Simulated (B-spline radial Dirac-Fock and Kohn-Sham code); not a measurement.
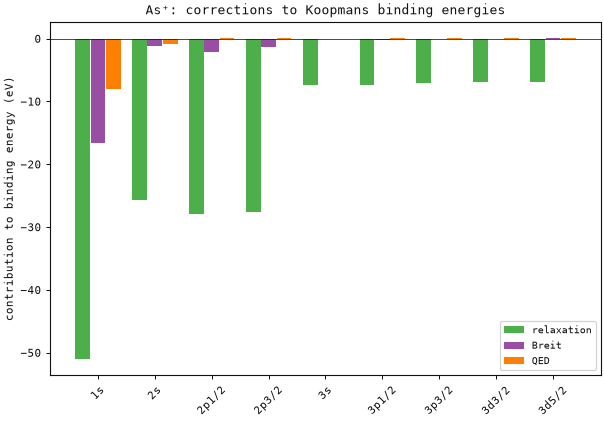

Figure. Bars give the relaxation, Breit and QED contributions (eV) to the binding energies of the deepest subshells, counted from the Koopmans value. The figure is for As⁺ ([Ar] 3d10 4s2 4p2), inside a Watson sphere of charge −1 and radius 1.8 Å that stands in for a crystal. Level of theory: Dirac–Fock ΔSCF (average of configuration, Fermi nucleus, Breit and QED terms, no correlation); calculated with a B-spline radial code. Open shells are averaged over j.

For 1s (bound by 11.878 keV) relaxation contributes −51.1 eV, the Breit interaction −16.7 eV and QED −8.07 eV, so relaxation is the largest correction there. For 3d5/2 the three are −6.87 eV, 0.029 eV and 0.012 eV. Relaxation is largest in size for 1s.
